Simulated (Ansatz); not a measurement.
```xyz
7

B    -0.6031    0.9358   -0.1867
C     0.1087   -0.4311    0.0503
O    -0.6465   -1.3776    0.0454
O     1.4222   -0.5367    0.2391
H    -0.7837    1.3043   -1.3043
H    -1.0604    1.5158    0.7471
H     1.6239   -1.4787    0.3634
```

Geometry: PBE0-D4/def2-TZVP.

Level of theory: RKS PBE0-D4/def2-TZVPP in Ansatz.

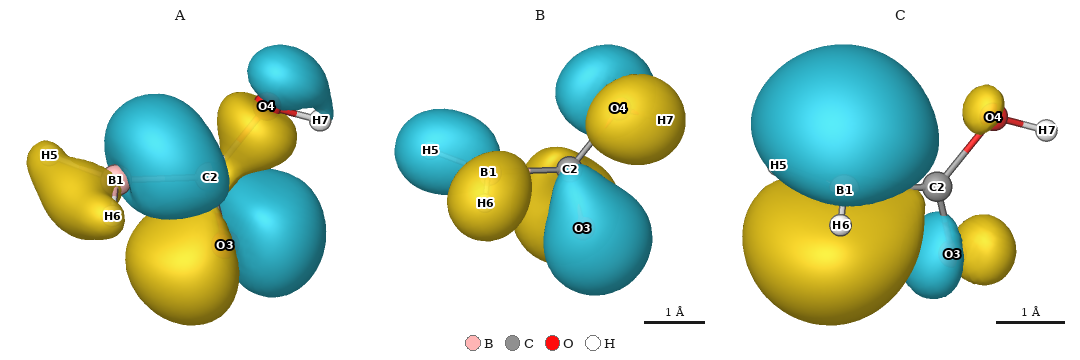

CH$_{3}$BO$_{2}$. Three frontier orbitals at ±0.1 Å⁻³ᐟ² (yellow and cyan are the two phases), in no order.

### Which picture is the HOMO−1, the HOMO and the LUMO?

B is the HOMO−1 (−9.58 eV). Its weight (Hirshfeld) is mainly on O3 (about 45 %), O4 (about 30 %), C2 (about 10 %) and B1 (about 5 %); largely a combination of lone pairs on O3 and O4. A is the HOMO (−8.28 eV). It lies mainly on O3 (about 60 %), C2 (about 15 %), B1 (about 15 %) and O4 (about 10 %). C is the LUMO (−1.99 eV). By Hirshfeld shares it lies mainly on B1 (about 65 %), C2 (about 10 %), H6 (about 10 %), H5 (about 10 %) and O3 (about 5 %).

### What is the HOMO–LUMO gap?

6.29 eV between the orbital energies.
